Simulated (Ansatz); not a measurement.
Input

```
crystal:
  periodic: [false, false, false]
  atoms:
    - { symbol: Al, position_ang: [-0.216, 0.8827, -1.3375] }
    - { symbol: C, position_ang: [0.5077, -0.6192, -0.3603] }
    - { symbol: Al, position_ang: [0.0002, -0.4741, 1.5543] }
    - { symbol: Cl, position_ang: [-2.0174, -0.4333, 2.1739] }
    - { symbol: H, position_ang: [-0.0295, 1.0547, -2.9408] }
    - { symbol: H, position_ang: [-1.1308, 2.0382, -0.5744] }
    - { symbol: H, position_ang: [1.6422, -0.6056, -0.4635] }
    - { symbol: H, position_ang: [0.1444, -1.5452, -0.7797] }
    - { symbol: H, position_ang: [1.1877, -0.3445, 2.7111] }
basis:
  gaussian:
    orbitals: cc-pVDZ
hamiltonian:
  xc: pbe0
output:
  orbitals: {}
  forces: true
```

Run with:

```sh
python methods_ch5al2cl.py
```

Not at a stationary point (largest force 1.8 eV/Å).

Theory: SCF PBE0, Gaussian basis (Ansatz).

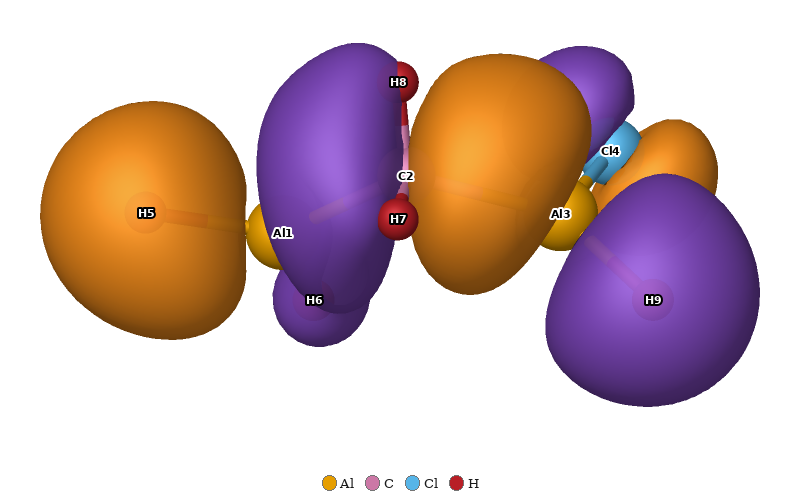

CH5Al2Cl (SMILES [AlH2][CH2][AlH][Cl]). The HOMO at ±0.06 Å⁻³ᐟ² (orange and purple are the two phases), seen from one side.

Question: Describe this orbital and give its energy.

Answer: By Hirshfeld shares it lies mainly on C2 (about 30 %), Al3 (about 15 %), H5 (about 15 %), Al1 (about 15 %) and H9 (about 15 %). Its energy is −7.65 eV.
